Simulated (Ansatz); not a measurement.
**Ru(0001) with 2 thermally displaced layers, 2x2: scattering by thermal displacements**

Wanted: the phonon-limited resistivity of Ru at 273 K by the Landauer route.

Method: Ansatz plane-wave DFT, PBE, PAW files; ballistic transport by layer matching (Landauer), zero bias; PAW set soft_1, in Ansatz 0.2.0.

## Step 1: Starting point

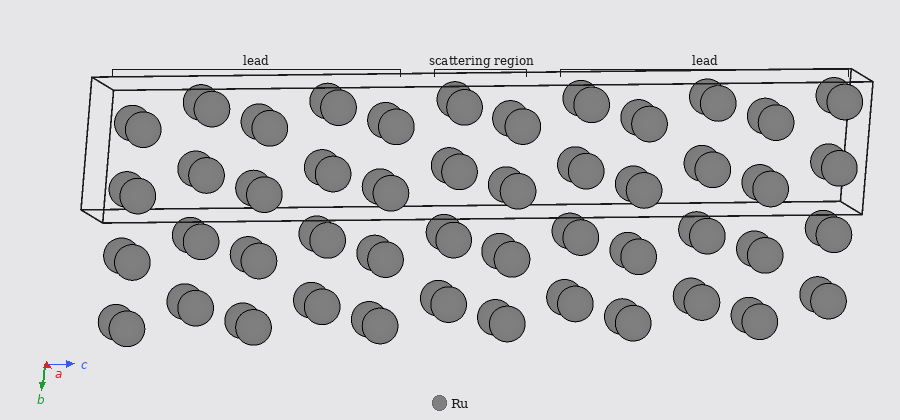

Start, viewed from the side, with the c axis across the page; ruthenium grey. 1×2×1 cells are drawn.

The cell holds 48 atoms: 48 Ru. Its edges and angles: a = 5.412 Å, b = 5.412 Å, c = 25.691 Å, α = 90.0°, β = 90.0°, γ = 120.0°. It derives from Ru. Regions: lead, 40 atoms (40 Ru); scattering region, 8 atoms (8 Ru). The structure is stacked along c, and the current runs across the ab planes.

## Step 2: With 2 displaced layers

Each atom of 2 layers is moved at random, by amounts drawn from a normal law 0.0351 Å wide in each direction from the Debye model (600 K) at 273 K. The layers about the cell's end stay perfect and serve as the lead. Disorder leaves little or no symmetry, which makes such runs dear. Energies from -0.05 to 0.05 eV in steps of 0.05 eV are too few for the program's thermal sum, so it prints no conductance; for a metal the transmission near the Fermi level serves, at a fraction of the cost.

input.yaml

```yaml
crystal:
  lattice:
    - [5.4116, 0.0, 0.0]
    - [-2.7058, 4.6865830751, 0.0]
    - [0.0, 0.0, 25.6914]
  atoms:
    - { symbol: Ru, position: [0.1666666667, 0.3333333333, 0.0416666667] }
    - { symbol: Ru, position: [0.1666666667, 0.8333333333, 0.0416666667] }
    - { symbol: Ru, position: [0.6666666667, 0.3333333333, 0.0416666667] }
    - { symbol: Ru, position: [0.6666666667, 0.8333333333, 0.0416666667] }
    - { symbol: Ru, position: [0.3333333333, 0.1666666667, 0.125] }
    - { symbol: Ru, position: [0.3333333333, 0.6666666667, 0.125] }
    - { symbol: Ru, position: [0.8333333333, 0.1666666667, 0.125] }
    - { symbol: Ru, position: [0.8333333333, 0.6666666667, 0.125] }
    - { symbol: Ru, position: [0.1666666667, 0.3333333333, 0.2083333333] }
    - { symbol: Ru, position: [0.1666666667, 0.8333333333, 0.2083333333] }
    - { symbol: Ru, position: [0.6666666667, 0.3333333333, 0.2083333333] }
    - { symbol: Ru, position: [0.6666666667, 0.8333333333, 0.2083333333] }
    - { symbol: Ru, position: [0.3333333333, 0.1666666667, 0.2916666667] }
    - { symbol: Ru, position: [0.3333333333, 0.6666666667, 0.2916666667] }
    - { symbol: Ru, position: [0.8333333333, 0.1666666667, 0.2916666667] }
    - { symbol: Ru, position: [0.8333333333, 0.6666666667, 0.2916666667] }
    - { symbol: Ru, position: [0.1666666667, 0.3333333333, 0.375] }
    - { symbol: Ru, position: [0.1666666667, 0.8333333333, 0.375] }
    - { symbol: Ru, position: [0.6666666667, 0.3333333333, 0.375] }
    - { symbol: Ru, position: [0.6666666667, 0.8333333333, 0.375] }
    - { symbol: Ru, position: [0.3336541098, 0.1656773362, 0.4592082321] }
    - { symbol: Ru, position: [0.3320078701, 0.6626550503, 0.4588273182] }
    - { symbol: Ru, position: [0.84533695, 0.1737593356, 0.4573719415] }
    - { symbol: Ru, position: [0.8227924136, 0.6619989776, 0.4583897899] }
    - { symbol: Ru, position: [0.150768078, 0.3316948073, 0.5399645939] }
    - { symbol: Ru, position: [0.1598794682, 0.8292573895, 0.5412345604] }
    - { symbol: Ru, position: [0.6732400365, 0.3411406935, 0.541491072] }
    - { symbol: Ru, position: [0.6730382502, 0.8283517047, 0.5421468741] }
    - { symbol: Ru, position: [0.3333333333, 0.1666666667, 0.625] }
    - { symbol: Ru, position: [0.3333333333, 0.6666666667, 0.625] }
    - { symbol: Ru, position: [0.8333333333, 0.1666666667, 0.625] }
    - { symbol: Ru, position: [0.8333333333, 0.6666666667, 0.625] }
    - { symbol: Ru, position: [0.1666666667, 0.3333333333, 0.7083333333] }
    - { symbol: Ru, position: [0.1666666667, 0.8333333333, 0.7083333333] }
    - { symbol: Ru, position: [0.6666666667, 0.3333333333, 0.7083333333] }
    - { symbol: Ru, position: [0.6666666667, 0.8333333333, 0.7083333333] }
    - { symbol: Ru, position: [0.3333333333, 0.1666666667, 0.7916666667] }
    - { symbol: Ru, position: [0.3333333333, 0.6666666667, 0.7916666667] }
    - { symbol: Ru, position: [0.8333333333, 0.1666666667, 0.7916666667] }
    - { symbol: Ru, position: [0.8333333333, 0.6666666667, 0.7916666667] }
    - { symbol: Ru, position: [0.1666666667, 0.3333333333, 0.875] }
    - { symbol: Ru, position: [0.1666666667, 0.8333333333, 0.875] }
    - { symbol: Ru, position: [0.6666666667, 0.3333333333, 0.875] }
    - { symbol: Ru, position: [0.6666666667, 0.8333333333, 0.875] }
    - { symbol: Ru, position: [0.3333333333, 0.1666666667, 0.9583333333] }
    - { symbol: Ru, position: [0.3333333333, 0.6666666667, 0.9583333333] }
    - { symbol: Ru, position: [0.8333333333, 0.1666666667, 0.9583333333] }
    - { symbol: Ru, position: [0.8333333333, 0.6666666667, 0.9583333333] }
kpoints:
  mp_grid: { grid: [5, 5, 1] }
hamiltonian:
  xc: pbe
  pseudopotentials: { kind: paw, azcp: { folder: soft_1 } }
scf:
  occupations: { method: fermi_dirac, width: 0.1 }
output:
  transmission:
    leads: [[0, 8]]
    kmesh: [10, 10]
    e_range: [-0.05, 0.05]
    de: 0.05
  write_potential: true
  write_density: true
  volumetric_format: npy
  elf: true
```

Launch:

```
$ ansatz run input.yaml --threads 4 --pin off --max-ram 15360MiB --backend cpu --events-out ev --progress --plain --runs-dir out
```

Numbers of over 12 decimals in the logs are rounded to 6 here.

The log of the run:

```text
Engine: ansatz 0.2.0, aarch64-unknown-linux-gnu
Pseudopotentials: kind: paw
Pseudopotential: Ru, paw, valence charge 16, recommended cutoff 420 eV (normal), soft_1/Ru.paw.azcp
Functional definition: PBE
  parameter kappa = 0.804
  parameter beta = 0.066725
  exchange = pbe_x(kappa = kappa, mu = beta*pi^2/3)
  correlation = pbe_c(beta = beta)
Crystal: 48 atoms, lattice volume = 651.583 Å³
Basis set: ecut = 420 eV, 12691 PW (Γ)
Bands: 461, of which v1, the nominal top of the filled ones, is band 384 counted from 1 (383 counted from 0)
Symmetry: 1 space group operations
Space group: P1 (ITA 1), of the structure as read, at distance tolerance 8.7e-5 Å
k-points: 13 of 25 (time reversal used)
Non-local potential: Ru, projectors of the file, l = 0: 3, l = 1: 2, l = 2: 2, l = 3: 1
PAW form: soft (Blöchl's): semilocal exchange-correlation on the pseudo side does not see the compensation charge
PAW one-centre angular grid: Ru, 590 points (default); XC on 64 Gauss nodes
Initial density: superposition of atomic densities (chi_scale 0.1, normalization cell)
Initial wavefunctions: pseudopotential atomic-orbital guess
Functional: x = pbe(κ = 0.804, μ = 0.219515), c = pbe(β = 0.066725)
SCF iter   1: F=—  HF=-282208.900272 eV  |F-HF|=—  |Δ(HF+E_count)|=         —  Δρ=1.22e-1  dr2=9.33e1  ethr=3.10e-3  ⟨swp⟩=5.0  Hψ=19325  notcnv=0  defer=3
preconditioner: auto → Kerker (q_TF=auto, 2.804 Å⁻¹)  [metal: Δε(μ)=0.058 eV  Ē_g=5.264 eV  σ=0.100 eV  W_gap=0.14  n_scr=268 (ndim 8)  ℏωp=28.5 eV  f_vac=0.000  D(μ)=40.40/eV (n_scr^D=392)]
SCF iter   2: F=—  HF=-282185.455074 eV  |F-HF|=—  |Δ(HF+E_count)|=    2.34e1  Δρ=5.91e-2  dr2=2.12e1  ethr=3.10e-3  ⟨swp⟩=2.8  Hψ=12033  notcnv=0  defer=56
SCF iter   3: F=—  HF=-282179.124631 eV  |F-HF|=—  |Δ(HF+E_count)|=    6.33e0  Δρ=9.53e-3  dr2=2.65e-1  ethr=2.76e-3  ⟨swp⟩=2.0  Hψ=9310  notcnv=0  defer=56
SCF iter   4: F=—  HF=-282179.175436 eV  |F-HF|=—  |Δ(HF+E_count)|=   5.08e-2  Δρ=1.07e-3  dr2=4.53e-3  ethr=3.45e-5  ⟨swp⟩=2.1  Hψ=11255  notcnv=0  defer=56
SCF iter   5: F=—  HF=-282179.176234 eV  |F-HF|=—  |Δ(HF+E_count)|=   7.98e-4  Δρ=2.21e-4  dr2=1.84e-4  ethr=5.90e-7  ⟨swp⟩=3.0  Hψ=13330  notcnv=0  defer=56
SCF iter   6: F=—  HF=-282179.176236 eV  |F-HF|=—  |Δ(HF+E_count)|=   1.95e-6  Δρ=4.86e-5  dr2=1.15e-5  ethr=2.40e-8  ⟨swp⟩=2.5  Hψ=10074  notcnv=0  defer=56
SCF iter   7: F=—  HF=-282179.177566 eV  |F-HF|=—  |Δ(HF+E_count)|=   1.33e-3  Δρ=1.09e-5  dr2=7.63e-7  ethr=1.49e-9  ⟨swp⟩=2.0  Hψ=8412  notcnv=0  defer=56
SCF iter   8: F=-282179.177566 eV  HF=-282179.177566 eV  |F-HF|=1.43e-8  |Δ(HF+E_count)|=   1.00e-7  Δρ=1.80e-6  dr2=2.37e-8  ethr=1.30e-11  ⟨swp⟩=8.3  Hψ=13770  notcnv=0
SCF 1 converged in 8 iterations: F = -282179.177566 eV  dr2 = 2.37e-8
  greatest PAW one-centre occupation: 1.000 electrons in one spin orbital (limit 2), on the Ru atom at site 24 (counted from 0), in its partial waves of l = 0
transmission: 251 of 2496 steps passed
transmission: 500 of 2496 steps passed
[...]
transmission: 2496 of 2496 steps passed
SCF converged after 8 iterations
Free energy (F): -282179.177566 eV
Harris-Foulkes:  -282179.177566 eV  (|F-HF|=1.43e-8)
Internal energy: -282177.649970 eV  (E = F + TS)
E sigma→0 (E₀):  -282178.413768 eV
Entropy (-TS):   -1.527597 eV (-31.825 meV/atom)
Fermi energy:    23.336975 eV
--- Per-component energies (eV) ---
  E_band       = -2694.808835
  E_kinetic    = 22101.728421
  E_local      = -60972.781159  (includes V_loc(G=0)·N_el)
  E_nonlocal   = 19798.605513
  E_hartree    = 20218.068039
  E_xc         = -8167.956225
  E_vxc        = -10330.013830  (∫ρ·V_xc dr)
  E_paw        = -168071.724033  (= ΣΔE_a)
  E_vpaw       = -13728.508940  (= ΣTr[D̂ρ^β])
  E_aug_tail   = 0.030073  (compensation charges beyond the density's cutoff)
  E_ewald      = -107083.620599
  E_smearing   = -1.527597  (= −TS)
  E_closure    = -0.000000  (closes the sum)
  Σ components = -282179.177566   (vs F -282179.177566, Δ=0.00e0)
--- Band table (eV; the first three rows and the last of 13) ---
  k-point 0: bands = [... 380 lower, 23.8837, 23.8884, 24.3626, 24.3672, 24.3688, 24.3746, 24.4830, 24.5163, ... 73 higher]
  k-point 1: bands = [... 380 lower, 23.4762, 23.5024, 23.5121, 23.8281, 23.8385, 24.0220, 24.0270, 24.1119, ... 73 higher]
  k-point 2: bands = [... 380 lower, 22.9662, 23.0093, 23.0218, 23.1011, 23.1766, 23.1866, 23.3650, 23.3737, ... 73 higher]
  k-point 12: bands = [... 380 lower, 23.0917, 23.1188, 23.1363, 23.3111, 23.3262, 23.3667, 23.3749, 23.3780, ... 73 higher]
--- Transmission ---
  basis      : 223 plane waves across, 48 finite elements along
  points     : 52, standing for a mesh of 10 x 10
  energies   : 3 from -0.050000 to 0.050000 eV about the Fermi level, 0.050000 eV apart; the leads are filled to 0.000000 eV, and channels, transmission and decay are at 0.000000 eV
  crystal 0  : Ru8, at the sites [0, 8], period 4.2819 Å, over 21.41 Å; its Hamiltonian steps by up to 1.2 meV
    offset         : up to 0.0000 Å between an atom of the period and one for which it stands
    channels       : 5.160000e0 a spin
    conductance    : none, the energies end too early or step too widely for 300 K: set another output.transmission.e_range or a lower de, or, where they end at an eighth of basis.ecutwfc, a higher one
  junction   : crystal 0 to crystal 0, 0.70 to 22.11 Å
    transmission   : 4.999512e0 a spin
    conductance    : none, the energies end too early or step too widely for 300 K: set another output.transmission.e_range or a lower de, or, where they end at an eighth of basis.ecutwfc, a higher one
```

Wall time 10 min (4 threads of Arm Neoverse V1, shared host); peak memory 6.4 GiB.

Reading the cycles: dr2 is the Hartree energy of the density residual (eV), the measure of convergence; HF is the Harris–Foulkes estimate of the energy, which meets the free energy F at convergence.

Numbers from this step:

| Property | Result |
| --- | --- |
| free energy | -282179.1776 eV |
| energy at zero smearing | -282178.4138 eV |
| Fermi energy | 23.34 eV |
| cell area | 25.36 Å² |
| transmission per spin nearest the Fermi level | 5.000 |
| open channels per spin nearest the Fermi level | 5.16 |
| step of the lead's potential | 1.2 meV |

Per spin. Table of transmission, zone mean by energy, zero at the Fermi level:

```tsv
energy (eV)	transmission, zone mean
-0.0500	5.05
0.0000	5.00
0.0500	5.36
```

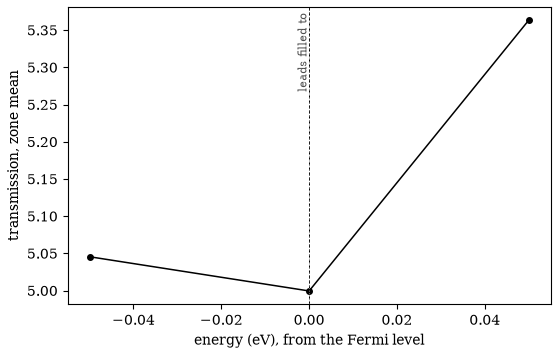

Transmission, zone mean against energy.

Per spin. Table of open channels, zone mean, lead by energy, zero at the Fermi level:

```tsv
energy (eV)	open channels, zone mean, lead
-0.0500	5.16
0.0000	5.16
0.0500	5.64
```

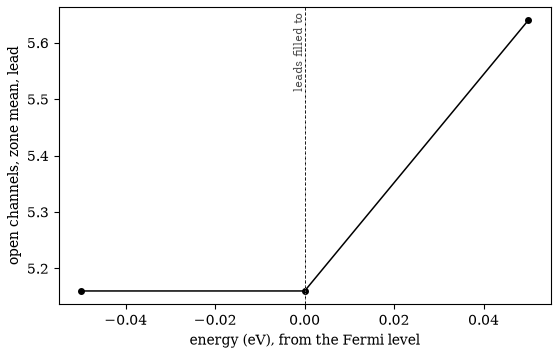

Open channels, zone mean, lead, plotted against energy.

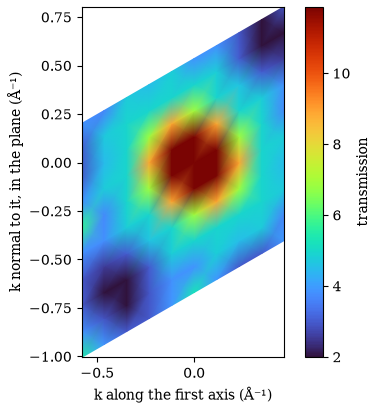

Transmission over k1 and k2. At 0.0000 eV from the Fermi level.

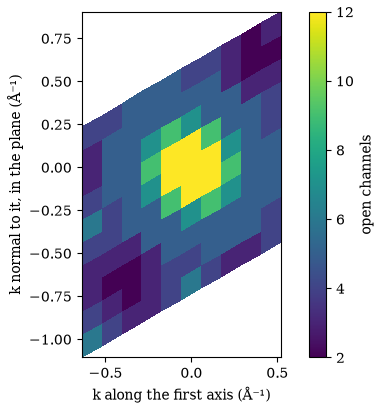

Open channels over k1 and k2. At 0.0000 eV from the Fermi level.

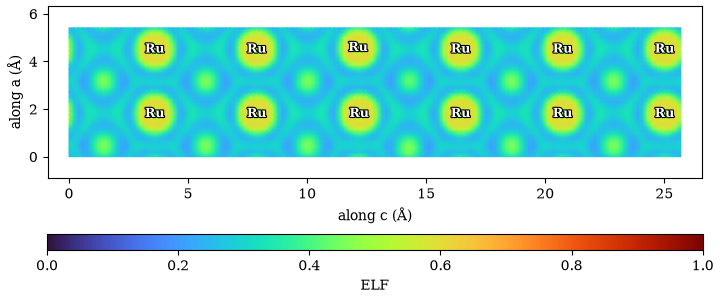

ELF in the ca plane at fractional y = 0.166, with atoms of Ru within 0.2 Å of it. It is the smooth field of the valence electrons, not physical close to the nuclei.

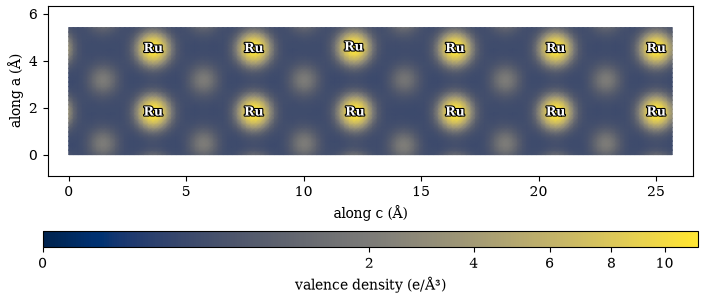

Valence density in the ca plane at fractional y = 0.166, with atoms of Ru within 0.2 Å of it. It is the smooth field of the valence electrons, not physical close to the nuclei. The colour scale is stretched toward low values.

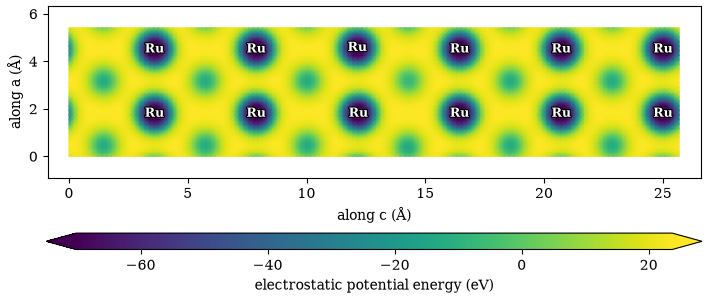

Electrostatic potential energy in the ca plane at fractional y = 0.166, with atoms of Ru within 0.2 Å of it. With pseudopotentials it is smooth inside the atoms' cores, unlike the true potential.

Over the solved energies the transmission per spin lies between 5.00 and 5.36, out of 5.32 channels of the lead on average (up to 5.64).

[end of part 1 of 2]

[Logs are printed without paths, hosts, clocks, repeated set-up lines and the standing remarks that a program may print on its own settings, such as how far it seeks lower states.]

[Hosts, paths, dates, database ids (printed as entryN), source tags and the programs' standing remarks are cut or masked in the printed files.]
